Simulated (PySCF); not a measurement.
```yaml
atoms:
  - { symbol: Sn, position_ang: [0.0000, 0.0000, -0.2701] }
  - { symbol: F, position_ang: [0.0000, 0.0000, 1.7049] }
```

Core potentials replace the inner electrons of Sn.

All numbers below come from PBE0/cc-pVDZ(-PP), non-relativistic Hamiltonian with scalar-relativistic core potentials where named, at a bond length of 1.975 Å (PySCF 2.14.0).

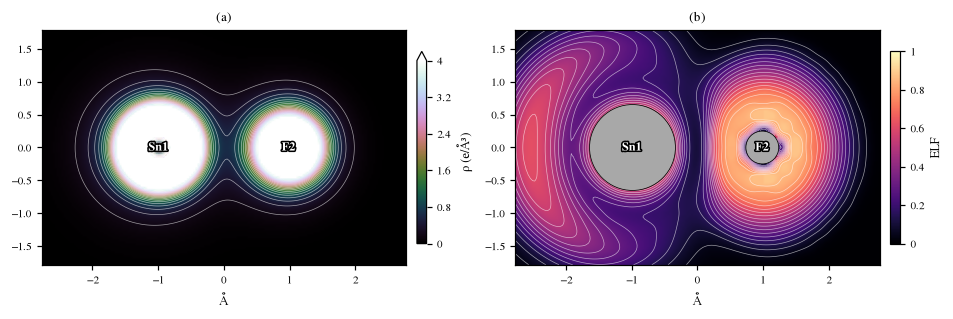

SnF (doublet). (a) electron density; (b) electron localisation function on a plane that holds the molecular axis. Grey discs cover the atomic cores in the ELF map.

### What does the map show?

The plane passes through Sn and F nuclei.
Sn–F (1.97 Å): ρ at the midpoint is about 0.66 e/Å³; the ELF peaks at about 0.85 in the valence shell of F, 0.5 Å from its nucleus, and drops to about 0.10 between the two atoms.
The ELF also peaks beside F2, away from the bonds: non-bonding electrons, paired or unpaired.
